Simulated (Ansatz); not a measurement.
# AlCl2F: molecular dynamics

Purpose: to follow the molecule's vibrations and see whether its bonds hold. The start is relaxed first. Runs: 300 steps of 2 fs under a Nosé-Hoover thermostat at 300 K.

All numbers below are computed with Ansatz 0.2.0 (RKS r2SCAN/6-31G*).

## 1. The structure to begin with

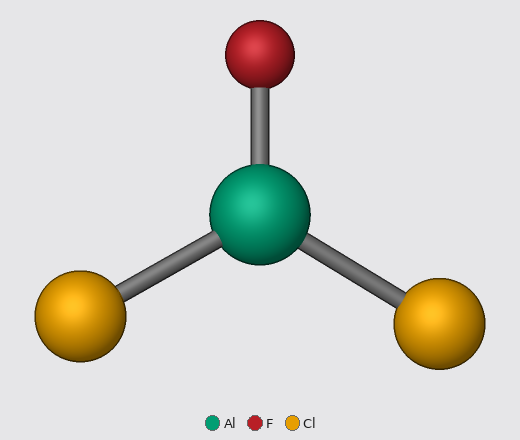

The starting structure, seen from a chosen angle (aluminium teal, fluorine red, chlorine amber).

Structure file:

```xyz
4

Al    0.0000    0.0000    0.0000
F     0.0000    0.0000    1.6900
Cl    1.9312    0.0000   -1.1150
Cl   -1.9312    0.0000   -1.1150
```

## 2. Preparing the start

File input.yaml:

```yaml
crystal:
  periodic: [false, false, false]
  atoms:
    - { symbol: Al, position_ang: [0.0, 0.0, 0.0] }
    - { symbol: F, position_ang: [0.0, 0.0, 1.69] }
    - { symbol: Cl, position_ang: [1.9312, 0.0, -1.115] }
    - { symbol: Cl, position_ang: [-1.9312, 0.0, -1.115] }
basis:
  gaussian: { orbitals: "6-31G*" }
hamiltonian:
  xc: r2scan
relax:
  f_tol: 0.02
  max_steps: 40
```

Started as:

```bash
$ ansatz run input.yaml --threads 1 --pin off --max-ram 2048MiB --backend cpu --events-out ev --progress --plain --runs-dir out
```

The log of the run, shortened:

```text
Warning: RAYON_NUM_THREADS=1 ignored (pool sized by the plan → 1); use --threads N
[...]
Functional definition: r2SCAN
[...]
782 factors; their error is unknown
[...]
mean field -34359.73393553 eV, -1262.6969322666 hartree, gradient 1.0e-5 eV, S^2 0.000000; 0 other end points of the search recorded, 0 dependent functions left out
[...]
reference -34359.73394819 eV, -1262.6969327318 hartree; 28, 28 occupied and 44, 44 virtual orbitals, 782 factors
relax step   1: F+E_penalty+E_count = -34359.73393553 eV  Δ(F+E_penalty+E_count) = +0.000e0 eV  max|allowed force component| = 1.815e0 eV/Å  Δτ_max = 0.0000 Å  (28 SCF iters, accepted)
[...]
relax step   4: F+E_penalty+E_count = -34360.13549014 eV  Δ(F+E_penalty+E_count) = -2.058e-3 eV  max|allowed force component| = 2.133e-2 eV/Å  Δτ_max = 0.0089 Å  (30 SCF iters, accepted)
[...]
relax step   5: F+E_penalty+E_count = -34360.13550246 eV  Δ(F+E_penalty+E_count) = -1.233e-5 eV  max|allowed force component| = 1.392e-3 eV/Å  Δτ_max = 0.0008 Å  (20 SCF iters, accepted)
782 factors; their error is unknown
[...]
mean field -34360.13550246 eV, -1262.7116895792 hartree, gradient 5.8e-5 eV, S^2 0.000000; 1 other end points of the search recorded, 0 dependent functions left out
[...]
reference -34360.13551521 eV, -1262.7116900475 hartree; 28, 28 occupied and 44, 44 virtual orbitals, 782 factors
Total energy: -34360.13551521 eV, -1262.7116900475 hartree
Atom 0 at    -0.000000     0.000000    -0.032263 Å, force    -0.000000    -0.000000     0.001392 eV/Å
Atom 1 at     0.000000    -0.000000     1.608693 Å, force    -0.000000     0.000000    -0.000361 eV/Å
Atom 2 at     1.804524    -0.000000    -1.058215 Å, force    -0.000509    -0.000000    -0.000516 eV/Å
Atom 3 at    -1.804524    -0.000000    -1.058215 Å, force     0.000509     0.000000    -0.000516 eV/Å
Dipole moment:    -0.000000     0.000000    -0.002225 e Å
```

Wall time 23 s (1 thread of Arm Neoverse V1, shared host); peak memory 0.13 GiB.

Relaxation path:

| step | energy from step 1 (eV) | largest force component (eV/Å) |
| --- | --- | --- |
| 1 | 0.0000 | 1.8152 |
| 2 | -0.3784 | 0.7968 |
| 3 | -0.3995 | 0.3376 |
| 4 | -0.4016 | 0.0213 |
| 5 | -0.4016 | 0.0014 |

Step 1 is the start.

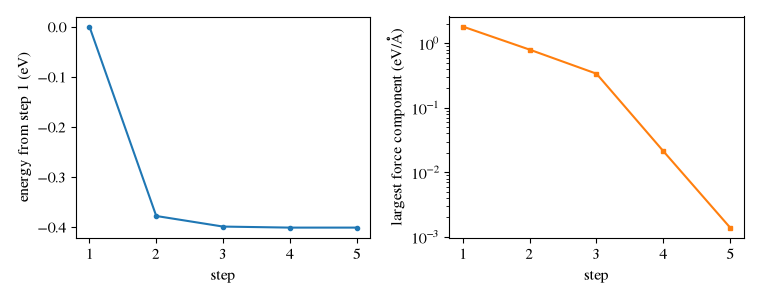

How energy and force went from step to step.

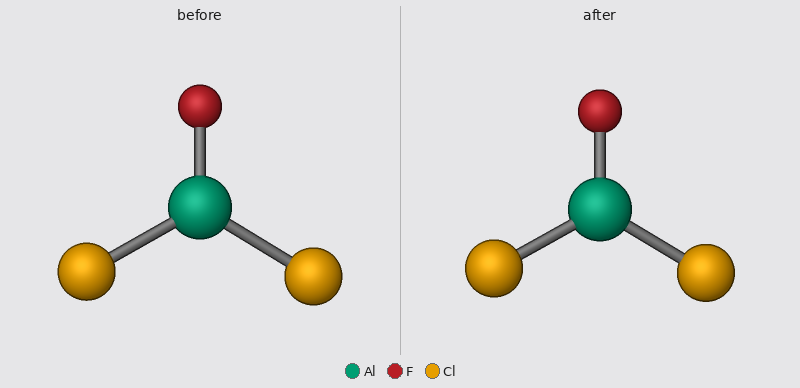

Before and after, at one scale.

After: Bond lengths: Al1–F2 1.641 Å, Al1–Cl3 2.076 Å, Al1–Cl4 2.076 Å. Angles: F2–Al1–Cl3 119.6°, F2–Al1–Cl4 119.6°, Cl3–Al1–Cl4 120.8°.

## 3. The run

300 steps of 2 fs under a Nosé-Hoover thermostat at 300 K, from the relaxed start.

File input.yaml:

```yaml
crystal:
  periodic: [false, false, false]
  atoms:
    - { symbol: Al, position_ang: [0.0, 0.0, -0.032263] }
    - { symbol: F, position_ang: [0.0, 0.0, 1.608693] }
    - { symbol: Cl, position_ang: [1.804524, 0.0, -1.058215] }
    - { symbol: Cl, position_ang: [-1.804524, 0.0, -1.058215] }
basis:
  gaussian: { orbitals: "6-31G*" }
hamiltonian:
  xc: r2scan
md:
  timestep: 2.0
  n_steps: 300
  ensemble: nvt_nose_hoover
  temperature: 300.0
  initial_velocities: maxwell_boltzmann
  seed: 901920
  nose_hoover: { tau: 50.0, chain_length: 1 }
```

Started as:

```bash
$ ansatz run input.yaml --threads 1 --pin off --max-ram 2048MiB --backend cpu --events-out ev --progress --plain --runs-dir out
```

The log of the run, shortened:

```text
Warning: RAYON_NUM_THREADS=1 ignored (pool sized by the plan → 1); use --threads N
[...]
Functional definition: r2SCAN
[...]
782 factors; their error is unknown
[...]
mean field -34360.13550247 eV, -1262.7116895792 hartree, gradient 5.0e-6 eV, S^2 0.000000; 0 other end points of the search recorded, 0 dependent functions left out
[...]
reference -34360.13551521 eV, -1262.7116900475 hartree; 28, 28 occupied and 44, 44 virtual orbitals, 782 factors
md step     0: t =     0.00 fs  T =   300.0 K  F+E_penalty+E_count = -34360.13550247 eV  E_kin = 0.077556 eV  conserved = -34360.05794647 eV  (28 SCF iters)
[...]
md step    20: t =    40.00 fs  T =    69.0 K  F+E_penalty+E_count = -34360.06974781 eV  E_kin = 0.017841 eV  conserved = -34360.05766083 eV  (30 SCF iters)
[...]
md step    40: t =    80.00 fs  T =   285.9 K  F+E_penalty+E_count = -34360.08728574 eV  E_kin = 0.073922 eV  conserved = -34360.05709015 eV  (28 SCF iters)
[...]
md step    60: t =   120.00 fs  T =   347.2 K  F+E_penalty+E_count = -34359.99596954 eV  E_kin = 0.089751 eV  conserved = -34360.05673778 eV  (29 SCF iters)
[...]
md step    80: t =   160.00 fs  T =   561.8 K  F+E_penalty+E_count = -34360.00845590 eV  E_kin = 0.145237 eV  conserved = -34360.05758148 eV  (28 SCF iters)
md step    81: t =   162.00 fs  T =   583.8 K  F+E_penalty+E_count = -34360.01395191 eV  E_kin = 0.150923 eV  conserved = -34360.05778657 eV  (28 SCF iters)
```

## 4. The log goes on: dynamics from the start

The log, continued, shortened:

```text
md step    82: t =   164.00 fs  T =   558.4 K  F+E_penalty+E_count = -34360.00724654 eV  E_kin = 0.144360 eV  conserved = -34360.05760446 eV  (29 SCF iters)
[...]
md step   107: t =   214.00 fs  T =   573.9 K  F+E_penalty+E_count = -34360.05271883 eV  E_kin = 0.148356 eV  conserved = -34360.05709562 eV  (28 SCF iters)
[...]
md step   132: t =   264.00 fs  T =    38.7 K  F+E_penalty+E_count = -34360.04706050 eV  E_kin = 0.009998 eV  conserved = -34360.05718155 eV  (26 SCF iters)
[...]
md step   157: t =   314.00 fs  T =   242.5 K  F+E_penalty+E_count = -34360.11835495 eV  E_kin = 0.062699 eV  conserved = -34360.05758630 eV  (28 SCF iters)
[...]
md step   182: t =   364.00 fs  T =    99.2 K  F+E_penalty+E_count = -34360.08338634 eV  E_kin = 0.025636 eV  conserved = -34360.05785704 eV  (30 SCF iters)
md step   183: t =   366.00 fs  T =    87.9 K  F+E_penalty+E_count = -34360.07979283 eV  E_kin = 0.022713 eV  conserved = -34360.05778004 eV  (30 SCF iters)
```

## 5. The log goes on: dynamics from the start

The log, continued, shortened:

```text
md step   184: t =   368.00 fs  T =    68.3 K  F+E_penalty+E_count = -34360.07403422 eV  E_kin = 0.017664 eV  conserved = -34360.05761138 eV  (30 SCF iters)
[...]
md step   205: t =   410.00 fs  T =   285.5 K  F+E_penalty+E_count = -34360.08170028 eV  E_kin = 0.073819 eV  conserved = -34360.05708276 eV  (29 SCF iters)
[...]
md step   226: t =   452.00 fs  T =   498.7 K  F+E_penalty+E_count = -34360.03579204 eV  E_kin = 0.128930 eV  conserved = -34360.05772745 eV  (29 SCF iters)
[...]
md step   247: t =   494.00 fs  T =   429.9 K  F+E_penalty+E_count = -34359.97169324 eV  E_kin = 0.111128 eV  conserved = -34360.05704591 eV  (29 SCF iters)
[...]
md step   299: t =   598.00 fs  T =   109.9 K  F+E_penalty+E_count = -34360.06100922 eV  E_kin = 0.028411 eV  conserved = -34360.05774921 eV  (30 SCF iters)
[...]
md step   300: t =   600.00 fs  T =   118.6 K  F+E_penalty+E_count = -34360.06454446 eV  E_kin = 0.030665 eV  conserved = -34360.05779789 eV  (27 SCF iters)
Total energy: -34360.06455727 eV, -1262.7090823914 hartree
Atom 0 at     0.028711    -0.017622    -0.112985 Å, force    -0.172451     0.081404     0.151769 eV/Å
Atom 1 at    -0.105133    -0.007885     1.522712 Å, force     0.331940    -0.028771     0.115883 eV/Å
Atom 2 at     1.904526     0.024784    -1.036326 Å, force    -0.387733    -0.030363     0.056184 eV/Å
Atom 3 at    -1.870035    -0.007145    -0.972586 Å, force     0.228244    -0.022270    -0.323837 eV/Å
Dipole moment:     0.087891    -0.022437    -0.088169 e Å
```

Run time: 21 min. Hardware: 1 thread of Arm Neoverse V1, shared host; peak memory 0.12 GiB.

## 6. The trajectory

One step in 12; energies are changes from step 0:

| time (fs) | T (K) | potential energy change (meV/atom) | conserved energy change (meV/atom) |
| --- | --- | --- | --- |
| 0.0 | 300 | 0.0 | 0.00 |
| 24.0 | 136 | 11.2 | 0.11 |
| 48.0 | 39 | 18.7 | 0.11 |
| 72.0 | 266 | 8.6 | 0.01 |
| 96.0 | 445 | 14.3 | 0.22 |
| 120.0 | 347 | 34.9 | 0.30 |
| 144.0 | 518 | 31.5 | 0.09 |
| 168.0 | 417 | 41.1 | 0.30 |
| 192.0 | 286 | 46.8 | 0.41 |
| 216.0 | 635 | 15.3 | 0.12 |
| 240.0 | 370 | 10.0 | 0.12 |
| 264.0 | 39 | 22.1 | 0.19 |
| 288.0 | 133 | 13.8 | 0.06 |
| 312.0 | 258 | 3.4 | 0.05 |
| 336.0 | 173 | 7.7 | 0.13 |
| 360.0 | 87 | 13.6 | 0.06 |
| 384.0 | 147 | 12.2 | 0.06 |
| 408.0 | 269 | 13.5 | 0.22 |
| 432.0 | 418 | 19.0 | 0.16 |
| 456.0 | 504 | 26.7 | 0.09 |
| 480.0 | 328 | 45.6 | 0.42 |
| 504.0 | 404 | 43.2 | 0.30 |
| 528.0 | 644 | 23.9 | 0.07 |
| 552.0 | 478 | 17.3 | 0.27 |
| 576.0 | 179 | 19.2 | 0.18 |
| 600.0 | 119 | 17.7 | 0.04 |

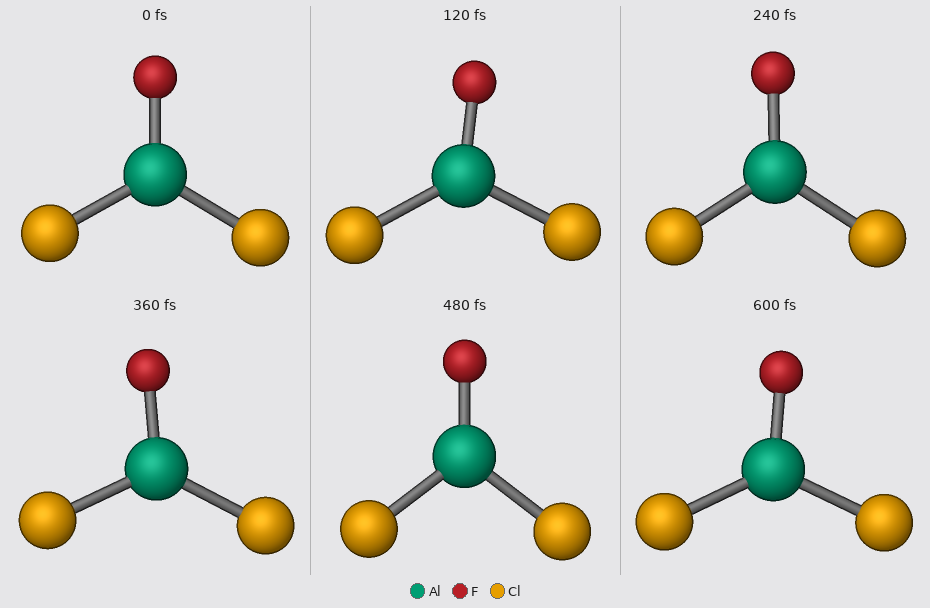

Six frames of the run, seen from a chosen angle. Sticks join atoms within a bonding distance in each frame.

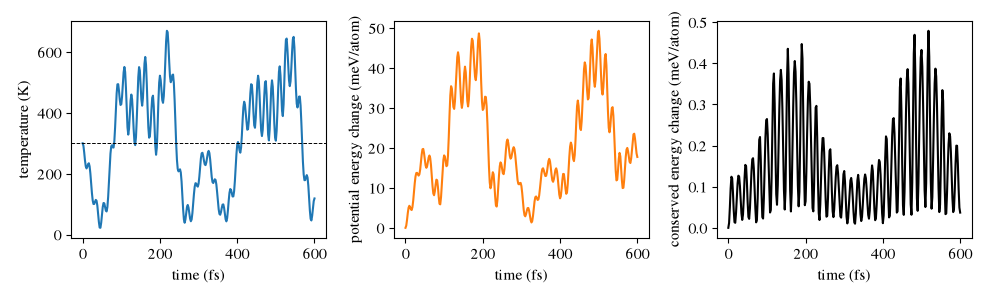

Time series of the run, each on its own scale. The dashed line is the set temperature.

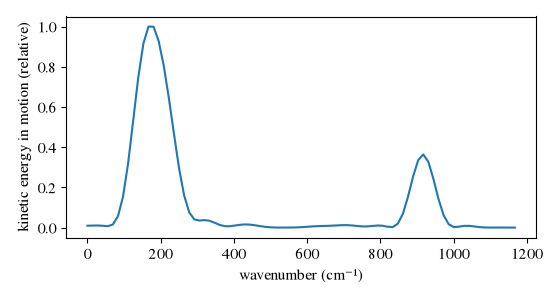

Power spectrum of the mass-weighted velocities; a run of 600 fs resolves no finer than about 110 cm⁻¹.

Maxima of the velocity power spectrum (cm⁻¹, relative height; resolution about 110 cm⁻¹): 170 (100), 920 (36).

## 7. Snapshots as a file

Extended XYZ, with forces in eV/Å:

```xyz
4
time_fs=76.0 T=294 dE=0.0365
Al   -0.005    0.007    0.039    0.050   -0.032   -1.004
F     0.017   -0.005    1.659   -0.033    0.009    0.681
Cl    1.734   -0.001   -1.096    0.158    0.012    0.147
Cl   -1.740   -0.002   -1.101   -0.174    0.011    0.176
4
time_fs=150.0 T=494 dE=0.1398
Al    0.023   -0.010   -0.148   -0.110    0.043   -1.125
F    -0.063   -0.003    1.452    0.191   -0.012    1.560
Cl    1.933    0.006   -1.008   -0.472   -0.016   -0.080
Cl   -1.917    0.003   -0.936    0.391   -0.015   -0.356
4
time_fs=224.0 T=568 dE=0.0504
Al   -0.023    0.005    0.006    0.028   -0.024   -1.591
F     0.120   -0.018    1.607   -0.183   -0.001    1.197
Cl    1.771    0.006   -1.062   -0.132    0.013    0.020
Cl   -1.818    0.000   -1.082    0.287    0.012    0.374
4
time_fs=300.0 T=167 dE=0.0419
Al    0.026   -0.012    0.028   -0.038    0.050   -1.309
F    -0.041   -0.007    1.640    0.164   -0.016    0.922
Cl    1.759    0.011   -1.138   -0.059   -0.018    0.329
Cl   -1.757    0.002   -1.042   -0.068   -0.016    0.058
4
time_fs=376.0 T=80 dE=0.0604
Al   -0.016    0.014   -0.097    0.024   -0.069   -0.761
F     0.099   -0.017    1.515   -0.179    0.013    0.969
Cl    1.858    0.005   -1.009   -0.224    0.027   -0.248
Cl   -1.899   -0.007   -1.008    0.378    0.028    0.040
4
time_fs=450.0 T=444 dE=0.1100
Al    0.050   -0.026    0.060   -0.106    0.118   -1.537
F    -0.128    0.007    1.663    0.324   -0.029    0.928
Cl    1.748    0.016   -1.175   -0.100   -0.046    0.582
Cl   -1.717    0.000   -1.040   -0.118   -0.043    0.028
4
time_fs=524.0 T=589 dE=0.1165
Al   -0.052    0.022    0.042    0.067   -0.112   -1.254
F     0.189   -0.022    1.644   -0.428    0.027    0.725
Cl    1.725    0.009   -1.038    0.098    0.042   -0.103
Cl   -1.787   -0.015   -1.154    0.263    0.043    0.632
4
time_fs=600.0 T=119 dE=0.0710
Al    0.029   -0.018   -0.113   -0.172    0.081    0.152
F    -0.105   -0.008    1.523    0.332   -0.029    0.116
Cl    1.905    0.025   -1.036   -0.388   -0.030    0.056
Cl   -1.870   -0.007   -0.973    0.228   -0.022   -0.324
```

## 8. Summary of results

```
                              quantity                         value
               relaxation of the start       4 moves, 0.402 eV lower
                                length             300 steps of 2 fs
      temperature, first and last step                 300 and 119 K
              temperature, second half  mean 315 K, from 43 to 650 K
         potential energy, second half   +20 meV/atom from the start
largest change of the conserved energy                 0.48 meV/atom
                bonds formed or broken                             0
```

Against a set 300 K the second half averages 315 K with a spread of 162 K. The conserved energy strays from its start by at most 0.48 meV/atom, 2.4 % of the mean kinetic energy, fair for a step of 2 fs. The bonds all hold. Averages from a run of 600 fs with 4 atoms are rough.
